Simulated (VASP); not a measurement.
# KZnF3 with optPBE-vdW: from relaxation to properties, part 2 of 5

Aim: relax KZnF3, then compute properties on the relaxed cell. The start is a cell from a database of measured crystal structures.

VASP 6.6.1, plane waves and PAW; the level of theory is named at each step.

So far, gap on the k-mesh (eV): step 2 (full relaxation (optPBE-vdW)) 3.99. The relaxed cell has a = 4.119 Å (conventional setting).

## 3. Second relaxation

Level of this step: optPBE-vdW; plane waves and PAW (Zn, K_sv, F) (VASP).

A relaxation keeps the plane waves of the cell it began with, so it is repeated from the new cell, on a basis made for it.

Input file INCAR:

```
SYSTEM = KZnF3
PREC = Accurate
ENCUT = 520
EDIFF = 1E-06
NELM = 100
ISMEAR = -1
SIGMA = 0.05
LREAL = .FALSE.
ALGO = Normal
GGA = OR
AGGAC = 0
LUSE_VDW = .TRUE.
LASPH = .TRUE.
NBANDS = 27
LORBIT = 11
LWAVE = .FALSE.
LCHARG = .FALSE.
KPAR = 2
IBRION = 2
NSW = 60
ISIF = 3
EDIFFG = -0.01
```

Input file POSCAR:

```
KZnF3
1.0
    4.1189056270      0.0000000000      0.0000000000
    0.0000000000      4.1189056270      0.0000000000
    0.0000000000      0.0000000000      4.1189056270
Zn K F
1 1 3
Direct
    0.5000000000      0.5000000000      0.5000000000
    0.0000000000      0.0000000000      0.0000000000
    0.5000000000      0.0000000000      0.5000000000
    0.0000000000      0.5000000000      0.5000000000
    0.5000000000      0.5000000000      0.0000000000
```

Input file KPOINTS:

```
Automatic mesh
0
Gamma
5 5 5
0 0 0
```

Potentials, in the order of the species: Zn, K_sv and F (PBE family, release 64).

On the command line:

```sh
$ mpirun -np 2 vasp_std
```

The log of the run:

```text
[banner, memory and clock lines left out]
running    2 mpi-ranks, on    1 nodes
 distrk:  each k-point on    1 cores,    2 groups
 distr:  one band on    1 cores,    1 groups

 POSCAR found type information on POSCAR ZnK F
 POSCAR found :  3 types and       5 ions
 [... a notice as in an earlier step ...]

 [... a notice as in an earlier step ...]

 LDA part: xc-table for (Slater+PW92), standard interpolation
 POSCAR, INCAR and KPOINTS ok, starting setup
 FFT: planning ... GRIDC
 FFT: planning ... GRID_SOFT
 FFT: planning ... GRID
 WAVECAR not read
 entering main loop
       N       E                     dE             d eps       ncg     rms          rms(c)
DAV:   1     0.460334965380E+03    0.46033E+03   -0.22496E+04   540   0.188E+03
DAV:   2     0.314828645308E+02   -0.42885E+03   -0.41210E+03   629   0.461E+02
DAV:   3    -0.106281870281E+02   -0.42111E+02   -0.41401E+02   649   0.152E+02
DAV:   4    -0.118543410160E+02   -0.12262E+01   -0.12223E+01   816   0.230E+01
DAV:   5    -0.118705530778E+02   -0.16212E-01   -0.16201E-01   725   0.238E+00    0.113E+01
DAV:   6    -0.930927139094E+01    0.25613E+01   -0.82869E+00   780   0.382E+01    0.646E+00
DAV:   7    -0.937903811549E+01   -0.69767E-01   -0.15163E+00   597   0.804E+00    0.423E+00
DAV:   8    -0.939042453053E+01   -0.11386E-01   -0.53560E-01   699   0.133E+01    0.160E+00
DAV:   9    -0.935286755009E+01    0.37557E-01   -0.10072E-01   810   0.886E+00    0.507E-01
DAV:  10    -0.935146940003E+01    0.13982E-02   -0.57615E-02   794   0.496E+00    0.239E-01
DAV:  11    -0.935137651252E+01    0.92888E-04   -0.90679E-03   749   0.111E+00    0.742E-02
DAV:  12    -0.935149940651E+01   -0.12289E-03   -0.34371E-04   608   0.218E-01    0.833E-02
DAV:  13    -0.935140587274E+01    0.93534E-04   -0.69044E-04   805   0.835E-01    0.172E-02
DAV:  14    -0.935141205341E+01   -0.61807E-05   -0.11119E-04   738   0.157E-01    0.882E-03
DAV:  15    -0.935141144421E+01    0.60921E-06   -0.72481E-06   626   0.232E-02
   1 F= -.93514114E+01 E0= -.93514114E+01  d E =-.935141E+01
 curvature:   0.00 expect dE= 0.000E+00 dE for cont linesearch  0.000E+00
 trial: gam= 0.00000 g(F)=  0.000E+00 g(S)=  0.265E-03 ort = 0.000E+00 (trialstep = 0.100E+01)
 search vector abs. value=  0.265E-03
 bond charge predicted
       N       E                     dE             d eps       ncg     rms          rms(c)
DAV:   1    -0.935487315370E+01   -0.34611E-02   -0.60897E-02   655   0.320E+00    0.448E-01
DAV:   2    -0.935183271144E+01    0.30404E-02   -0.12385E-02   621   0.112E+00    0.123E-01
DAV:   3    -0.935157882194E+01    0.25389E-03   -0.38856E-04   688   0.548E-01    0.755E-02
DAV:   4    -0.935152158419E+01    0.57238E-04   -0.19364E-04   893   0.161E-01    0.444E-02
DAV:   5    -0.935151616245E+01    0.54217E-05   -0.21851E-05   824   0.504E-02    0.101E-02
DAV:   6    -0.935151443030E+01    0.17322E-05   -0.35717E-06   829   0.763E-02    0.235E-03
DAV:   7    -0.935151431457E+01    0.11573E-06   -0.54227E-07   351   0.105E-02
   2 F= -.93515143E+01 E0= -.93515143E+01  d E =-.102870E-03
 trial-energy change:   -0.000103  1 .order   -0.000123   -0.000265    0.000019
 step:   0.8907(harm=  0.9315)  dis= 0.00000  next Energy=    -9.351515 (dE=-0.104E-03)
 reached required accuracy - stopping structural energy minimisation
```

Wall time 4.3 min (2 MPI ranks of AMD EPYC 7R43, shared host); peak memory 0.71 GiB.

Parts of OUTCAR (step 3):

```text
  LATTYP: Found a simple cubic cell.
 ALAT       =     4.1189056270

The static configuration has the point symmetry O_h .

 Found     10 irreducible k-points:

   dimension x,y,z NGX =    32 NGY =   32 NGZ =   32
   dimension x,y,z NGXF=    64 NGYF=   64 NGZF=   64

   ENCUT  =  520.0 eV  38.22 Ry    6.18 a.u.   7.66  7.66  7.66*2*pi/ulx,y,z

   NELECT =      42.0000    total number of electrons

 E-fermi :  -0.5101

 k-point     1 :       0.0000    0.0000    0.0000
  band No.  band energies     occupation
    ...
     17      -3.1714      2.00000
     18      -3.1714      2.00000
     19      -2.9935      2.00000
     20      -2.9935      2.00000
     21      -2.9935      2.00000
     22       2.3341      0.00000
     23       7.4999      0.00000
     24       7.4999      0.00000
     25       7.8656      0.00000
     26       9.7714      0.00000
    ...

 k-point     2 :       0.2000    0.0000    0.0000
  band No.  band energies     occupation
    ...
     17      -3.1460      2.00000
     18      -3.1460      2.00000
     19      -3.0770      2.00000
     20      -2.9860      2.00000
     21      -2.9860      2.00000
     22       3.0555      0.00000
     23       7.6209      0.00000
     24       7.7896      0.00000
     25       8.3441      0.00000
     26       9.7595      0.00000
    ...

Total vdW correction in eV:      9.3247015

  Total       -0.0070351     -0.0070351     -0.0070351     -0.0000000     -0.0000000     -0.0000000
  in kB       -0.1608549     -0.1608549     -0.1608549     -0.0000000     -0.0000000     -0.0000000
  external PRESSURE =      -0.1608549 kB  Pullay stress =       0.0000000 kB

  energy-cutoff  :      520.00
  volume of cell :       70.07
      direct lattice vectors                 reciprocal lattice vectors
     4.122707774 -0.000000000  0.000000000     0.242559030  0.000000000  0.000000000
     0.000000000  4.122707774 -0.000000000     0.000000000  0.242559030 -0.000000000
     0.000000000  0.000000000  4.122707774    -0.000000000  0.000000000  0.242559030

 POSITION                                       TOTAL-FORCE (eV/Angst)
 -----------------------------------------------------------------------------------
      2.06135      2.06135      2.06135         0.000000      0.000000      0.000000
      0.00000      0.00000      0.00000         0.000000     -0.000000      0.000000
      2.06135     -0.00000      2.06135         0.000000      0.000000      0.000000
      0.00000      2.06135      2.06135         0.000000      0.000000      0.000000
      2.06135      2.06135      0.00000         0.000000     -0.000000      0.000000
 -----------------------------------------------------------------------------------
    total drift:                                0.000000     -0.000000     -0.000000

  FREE ENERGIE OF THE ION-ELECTRON SYSTEM (eV)
  ---------------------------------------------------
  free  energy   TOTEN  =        -9.3515143146 eV

  energy  without entropy=       -9.3515143145  energy(sigma->0) =       -9.35151431

Total vdW correction in eV:      9.3246904

 total charge
# of ion       s       p       d       tot
------------------------------------------
    1        0.326   0.332   9.936  10.594
    2        1.951   5.567   0.020   7.538
    3        1.729   4.359   0.000   6.088
    4        1.729   4.359   0.000   6.088
    5        1.729   4.359   0.000   6.088
--------------------------------------------------
tot          7.463  18.978   9.956  36.397

[... 4 parts as in an earlier step ...]

[... 6 further parts left out ...]
```

Little changed from the start: no atom moved by 0.005 Å and no cell edge by 0.1 %.

Numbers from this step:

* free energy (TOTEN): -9.352 eV
* Fermi energy: -0.5101 eV
* pressure: -0.01609 GPa
* SCF cycles over all ionic steps: 22
* gap on the k-mesh: 3.982 eV
* least direct gap on the k-mesh: 5.328 eV

It ends with forces that vanish by symmetry and a pressure of -0.02 GPa.

## 4. Density, ELF and potential (optPBE-vdW)

The relaxed cell gets a fresh self-consistent run, on a basis set for its own volume, to fix the density and to check the remaining stress.

INCAR, as its differences from that of step 3:

```diff
@@ -16,7 +16,5 @@
 LWAVE = .FALSE.
-LCHARG = .FALSE.
-KPAR = 2
-IBRION = 2
-NSW = 60
-ISIF = 3
-EDIFFG = -0.01
+LCHARG = .TRUE.
+ISIF = 2
+LELF = .TRUE.
+LVHAR = .TRUE.
```

POSCAR, as its differences from that of step 3:

```diff
@@ -2,5 +2,5 @@
 1.0
-    4.1189056270      0.0000000000      0.0000000000
-    0.0000000000      4.1189056270      0.0000000000
-    0.0000000000      0.0000000000      4.1189056270
+    4.1227077738      0.0000000000      0.0000000000
+    0.0000000000      4.1227077738      0.0000000000
+    0.0000000000      0.0000000000      4.1227077738
 Zn K F
```

KPOINTS is that of step 3.

On the command line:

```sh
$ mpirun -np 2 vasp_std
```

The log of the run:

```text
[banner, memory and clock lines left out]
running    2 mpi-ranks, on    1 nodes
 distrk:  each k-point on    2 cores,    1 groups
 distr:  one band on    1 cores,    2 groups

 POSCAR found type information on POSCAR ZnK F
 POSCAR found :  3 types and       5 ions
 [... a notice as in an earlier step ...]

 [... a notice as in an earlier step ...]

 LDA part: xc-table for (Slater+PW92), standard interpolation
|                                                                             |
|           W    W    AA    RRRRR   N    N  II  N    N   GGGG   !!!           |
|           W    W   A  A   R    R  NN   N  II  NN   N  G    G  !!!           |
|           W    W  A    A  R    R  N N  N  II  N N  N  G       !!!           |
|           W WW W  AAAAAA  RRRRR   N  N N  II  N  N N  G  GGG   !            |
|           WW  WW  A    A  R   R   N   NN  II  N   NN  G    G                |
|           W    W  A    A  R    R  N    N  II  N    N   GGGG   !!!           |
|                                                                             |
|     The number of bands has been changed from the values supplied in        |
|     The orbitals not found in the WAVECAR file will be initialized with     |
|     random numbers, which is usually adequate. For correlated               |
|     calculations, however, you should redo the groundstate calculation.     |
|     I found NBANDS = 27. Now, NBANDS = 28.                                  |
|                                                                             |

 POSCAR, INCAR and KPOINTS ok, starting setup
 FFT: planning ... GRIDC
 FFT: planning ... GRID_SOFT
 FFT: planning ... GRID
 WAVECAR not read
 entering main loop
       N       E                     dE             d eps       ncg     rms          rms(c)
DAV:   1     0.453402529440E+03    0.45340E+03   -0.22176E+04   560   0.178E+03
DAV:   2     0.274425473263E+02   -0.42596E+03   -0.40240E+03   624   0.457E+02
DAV:   3    -0.109724703341E+02   -0.38415E+02   -0.38192E+02   652   0.146E+02
DAV:   4    -0.118637901653E+02   -0.89132E+00   -0.88941E+00   884   0.205E+01
DAV:   5    -0.118760815048E+02   -0.12291E-01   -0.12289E-01   680   0.192E+00    0.112E+01
DAV:   6    -0.930765362613E+01    0.25684E+01   -0.78893E+00   808   0.369E+01    0.642E+00
DAV:   7    -0.938019988501E+01   -0.72546E-01   -0.15426E+00   604   0.781E+00    0.424E+00
DAV:   8    -0.939511668285E+01   -0.14917E-01   -0.56780E-01   704   0.136E+01    0.170E+00
DAV:   9    -0.935356358470E+01    0.41553E-01   -0.10514E-01   824   0.885E+00    0.558E-01
DAV:  10    -0.935155362106E+01    0.20100E-02   -0.63546E-02   808   0.506E+00    0.242E-01
DAV:  11    -0.935156807330E+01   -0.14452E-04   -0.98113E-03   700   0.105E+00    0.847E-02
DAV:  12    -0.935171978399E+01   -0.15171E-03   -0.39228E-04   616   0.250E-01    0.957E-02
DAV:  13    -0.935158785195E+01    0.13193E-03   -0.96628E-04   824   0.935E-01    0.212E-02
DAV:  14    -0.935159382352E+01   -0.59716E-05   -0.13140E-04   752   0.183E-01    0.113E-02
DAV:  15    -0.935159289708E+01    0.92644E-06   -0.11419E-05   672   0.277E-02    0.591E-03
DAV:  16    -0.935159241679E+01    0.48029E-06   -0.70029E-07   288   0.166E-02
   1 F= -.93515924E+01 E0= -.93515924E+01  d E =-.110964E-09
```

Elapsed: 74 s, on 2 MPI ranks; peak memory 0.5 GiB; 2.4 min of CPU time.

From OUTCAR (step 4):

```text
  LATTYP: Found a simple cubic cell.
 ALAT       =     4.1227077738

The static configuration has the point symmetry O_h .

 Found     10 irreducible k-points:

   k-points           NKPTS =     10   k-points in BZ     NKDIM =     10   number of bands    NBANDS=     28

   ENCUT  =  520.0 eV  38.22 Ry    6.18 a.u.   7.67  7.67  7.67*2*pi/ulx,y,z

   NELECT =      42.0000    total number of electrons

 E-fermi :  -0.5102

 k-point     1 :       0.0000    0.0000    0.0000
  band No.  band energies     occupation
    ...
     17      -3.1716      2.00000
     18      -3.1716      2.00000
     19      -2.9938      2.00000
     20      -2.9938      2.00000
     21      -2.9938      2.00000
     22       2.3342      0.00000
     23       7.4998      0.00000
     24       7.4998      0.00000
     25       7.8656      0.00000
     26       9.7713      0.00000
    ...

 k-point     2 :       0.2000    0.0000    0.0000
  band No.  band energies     occupation
    ...
     17      -3.1463      2.00000
     18      -3.1463      2.00000
     19      -3.0771      2.00000
     20      -2.9862      2.00000
     21      -2.9862      2.00000
     22       3.0555      0.00000
     23       7.6209      0.00000
     24       7.7895      0.00000
     25       8.3441      0.00000
     26       9.7593      0.00000
    ...

Total vdW correction in eV:      9.3247922

  Total        0.0092237      0.0092237      0.0092237     -0.0000000      0.0000000      0.0000000
  in kB        0.2108954      0.2108954      0.2108954     -0.0000000      0.0000000      0.0000000
  external PRESSURE =       0.2108954 kB  Pullay stress =       0.0000000 kB

  energy-cutoff  :      520.00
  volume of cell :       70.07
      direct lattice vectors                 reciprocal lattice vectors
     4.122707774  0.000000000  0.000000000     0.242559030  0.000000000  0.000000000
     0.000000000  4.122707774  0.000000000     0.000000000  0.242559030  0.000000000
     0.000000000  0.000000000  4.122707774     0.000000000  0.000000000  0.242559030

 POSITION                                       TOTAL-FORCE (eV/Angst)
 -----------------------------------------------------------------------------------
      2.06135      2.06135      2.06135         0.000000      0.000000      0.000000
      0.00000      0.00000      0.00000         0.000000      0.000000      0.000000
      2.06135      0.00000      2.06135         0.000000      0.000000      0.000000
      0.00000      2.06135      2.06135         0.000000      0.000000      0.000000
      2.06135      2.06135      0.00000         0.000000      0.000000      0.000000
 -----------------------------------------------------------------------------------
    total drift:                                0.000000     -0.000000     -0.000000

  FREE ENERGIE OF THE ION-ELECTRON SYSTEM (eV)
  ---------------------------------------------------
  free  energy   TOTEN  =        -9.3515924168 eV

  energy  without entropy=       -9.3515924167  energy(sigma->0) =       -9.35159242

Total vdW correction in eV:      9.3246859

 total charge
# of ion       s       p       d       tot
------------------------------------------
    1        0.326   0.332   9.936  10.594
    2        1.951   5.567   0.020   7.538
    3        1.729   4.360   0.000   6.088
    4        1.729   4.360   0.000   6.088
    5        1.729   4.360   0.000   6.088
--------------------------------------------------
tot          7.463  18.978   9.956  36.397

[... 4 parts as in an earlier step ...]

[... 5 further parts left out ...]
```

Numbers from this step:

```
SCF cycles   : 16
bands        : 28
Fermi energy : -0.5102 eV
pressure     : 0.02109 GPa
```

Valence electrons inside each PAW sphere by angular momentum. Sphere charges, by row:

| atom | s (e) | p (e) | d (e) | tot (e) |
| --- | --- | --- | --- | --- |
| Zn1 | 0.326 | 0.332 | 9.936 | 10.59 |
| K2 | 1.951 | 5.567 | 0.02 | 7.538 |
| F3 | 1.729 | 4.36 | 0 | 6.088 |
| F4 | 1.729 | 4.36 | 0 | 6.088 |
| F5 | 1.729 | 4.36 | 0 | 6.088 |

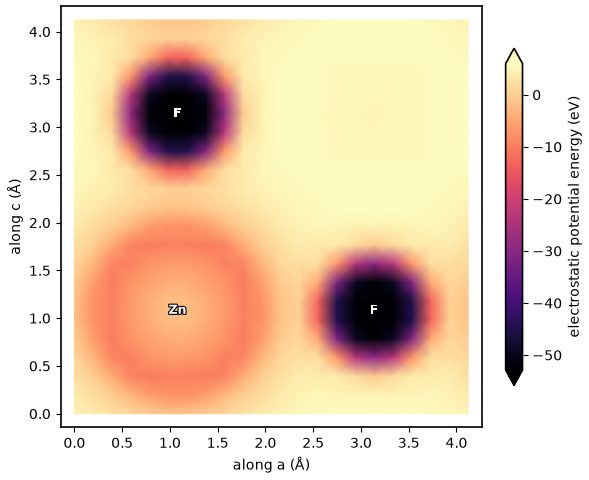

Electrostatic potential energy in the ac plane at fractional y = 0.500, with atoms of Zn and F within 0.2 Å of it. With pseudopotentials it is smooth inside the atoms' cores, unlike the true potential. The map starts off the cell's origin, so that atoms lie inside it.

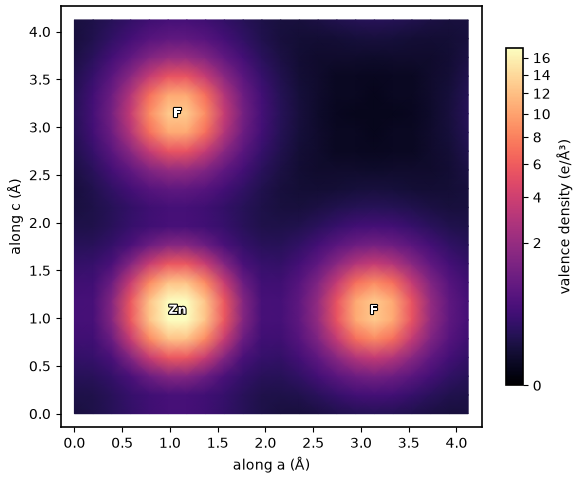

Valence density in the ac plane at fractional y = 0.500, with atoms of Zn and F within 0.2 Å of it. It is the smooth field of the valence electrons, not physical close to the nuclei. The map starts off the cell's origin, so that atoms lie inside it. The colour scale is stretched toward low values.

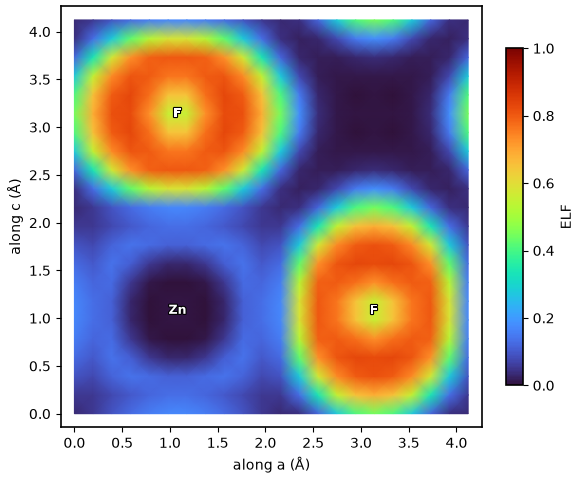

ELF in the ac plane at fractional y = 0.500, with atoms of Zn and F within 0.2 Å of it. It is the smooth field of the valence electrons, not physical close to the nuclei. The map starts off the cell's origin, so that atoms lie inside it.

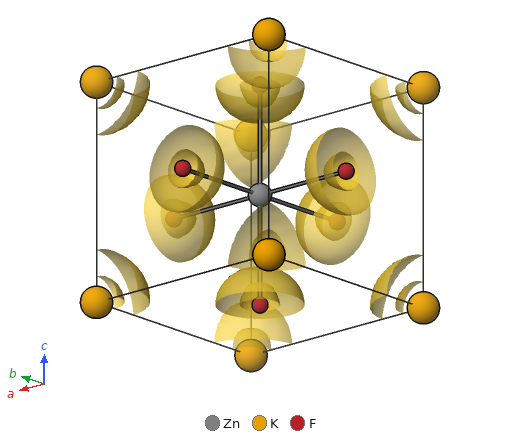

Surface of ELF = 0.76.

In this run the pressure is 0.02 GPa, small enough to go on.

[end of part 2 of 5]

[Lines on the potential files, build, host, timing and source positions are cut from VASP's logs without a mark.]

[Logs are printed without paths, hosts, clocks, repeated set-up lines and the standing remarks that a program may print on its own settings, such as how far it seeks lower states.]

[Hosts, paths, dates, database ids (printed as entryN), source tags and the programs' standing remarks are cut or masked in the printed files.]

[A measured line is paired with the nearest computed mode of its activity, which favours agreement.]
